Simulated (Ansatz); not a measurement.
Consider SiC in the wurtzite structure (space group P6_3mc, No. 186; a = 3.056 Å, c = 5.016 Å). Axes: x lies along a and z along c of the hexagonal cell.

Modification: the cell is compressed by 1.80 % along z with no lateral relaxation; the atoms relax in the strained cell.

All numbers come from Ansatz (a quantum-chemistry and plane-wave program), LDA, PAW, cutoff 420 eV, without spin-orbit coupling.

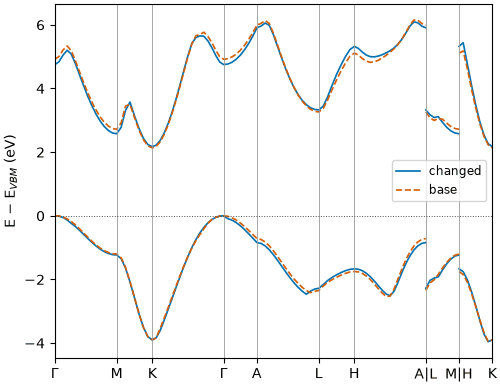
Fig. 1. Highest valence and lowest conduction band along the path, each from its own valence-band maximum

Question: Read the changed gap and its character from the plot.

Answer: About 2.2 eV, indirect, Γ → K.

No phonon test of stability was made.
